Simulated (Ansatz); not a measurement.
**C₄H₂F₂Zr (SMILES C#[C][Zr]([F])([F])[C]#C): density, localisation and related maps**

Input file:

```
basis:
  gaussian:
    orbitals: def2-SVPD
crystal:
  periodic: [false, false, false]
  atoms:
    - {symbol: C, position_ang: [1.159698, -2.533621, 0.831316]}
    - {symbol: C, position_ang: [0.831035, -1.564665, 0.154626]}
    - {symbol: C, position_ang: [-0.919431, 1.505404, 0.227106]}
    - {symbol: C, position_ang: [-1.571531, 2.256836, 0.944686]}
    - {symbol: F, position_ang: [-0.825034, -0.411810, -2.483160]}
    - {symbol: F, position_ang: [1.783385, 1.055865, -1.649861]}
    - {symbol: Zr, position_ang: [0.238737, 0.160497, -1.029389]}
    - {symbol: H, position_ang: [1.447188, -3.383750, 1.427720]}
    - {symbol: H, position_ang: [-2.144048, 2.915265, 1.576955]}
hamiltonian:
  xc: {name: PBE0}
output: {forces: true, orbitals: {seedname: orbitals}}
```

Run with:

```sh
ansatz run input.yaml --threads 2 --pin off --max-ram 5220MiB --events-out events.jsonl --progress --plain --runs-dir runs
```

Geometry: PBE0-D4/def2-SVP; core potentials replace the inner electrons of Zr.

Computed with isolated molecule in a Gaussian basis; Kohn-Sham density functional theory, functional PBE0 in Ansatz 0.2.0.

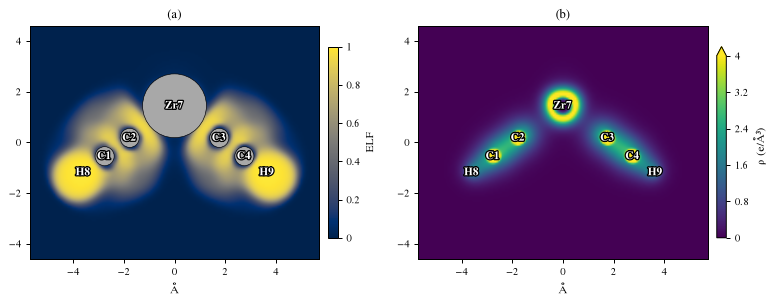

Figure 1. (a) electron localisation function; (b) electron density on the plane of atoms C2, Zr7 and C3. Grey discs cover the atomic cores in the ELF map.

Interpret the plot.

Answer.
- The section cuts through C, Zr and H sites.
- C–C (1.23 Å): the density is about 2.7 e/Å³ at the midpoint; the ELF peaks at about 0.85 between the atoms; a short, multiple covalent bond.
- C–Zr (2.17 Å): the density is about 0.7 e/Å³ at the midpoint; the ELF peaks at about 0.95 in the valence shell of C, 0.7 Å from its nucleus, and is about 0.40 at the midpoint.
- C–H (1.08 Å): the density is about 2 e/Å³ at the midpoint; the ELF climbs to about 1 towards the hydrogen, as it does in any bond to H (an ordinary covalent bond to hydrogen).

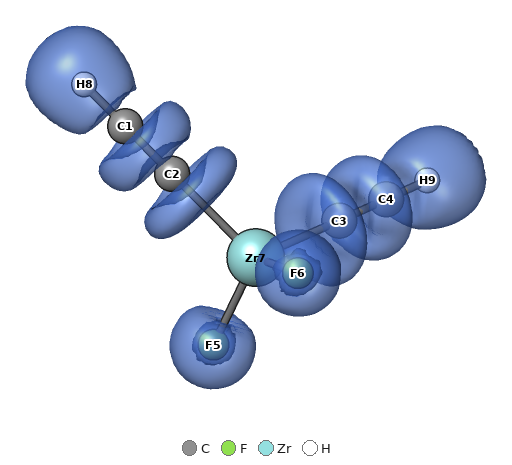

Figure 2. Isosurface of the electron localisation function at 0.75 (blue), seen at a tilt. Core shells and regions of very low density are left out.

Describe the localisation domains.

Answer. At this value the surface marks out two regions between bonded C–C atoms (shared pairs), two regions around hydrogen nuclei, two lobes of the valence shell of C pointing towards Zr and two regions wrapped around F (the valence shell of each). Profiles from the grid: Zr–F (1.89 Å): the ELF peaks at about 0.85 in the valence shell of F, 0.5 Å from its nucleus, and drops to about 0.20 between the two atoms.

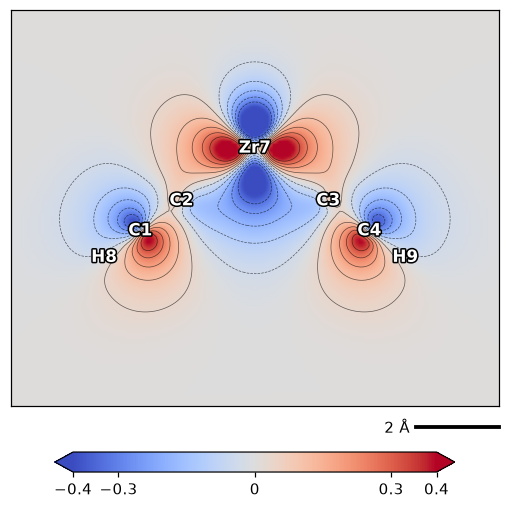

Figure 3. One frontier orbital on the plane of atoms C2, Zr7 and C3 (values in Å⁻³ᐟ²; the overall sign is arbitrary).

Which orbital is it: HOMO or LUMO?

Answer. The LUMO, at −2.66 eV. By Hirshfeld shares it lies mainly on Zr7 (about 55 %), C1 (about 10 %), C4 (about 10 %), C2 (about 10 %) and C3 (about 10 %).
